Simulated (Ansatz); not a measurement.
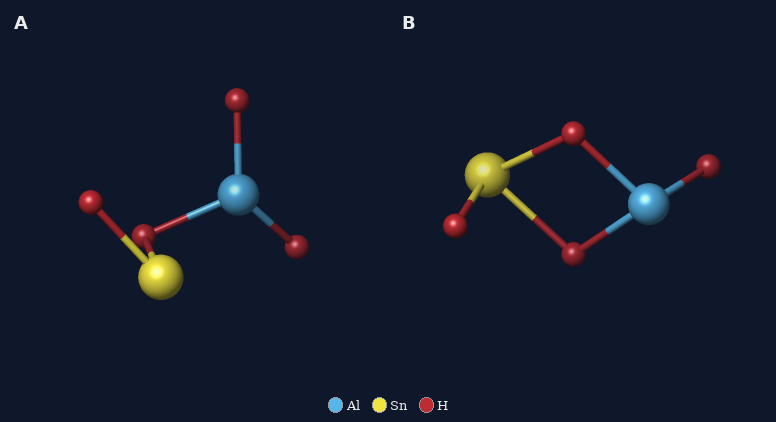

2 stationary structures of one formula. Charge 0, doublet. Geometries: PBE-D4/def2-SVP. Electronic energies: PBE-D4/def2-SVP (Ansatz 0.2.0), without zero-point energy. No frequency run is at hand to confirm each as a minimum.

> Which is lowest in energy, and by how much?

A is lowest (C1); B lies 16.6 kJ/mol above it (Cs).
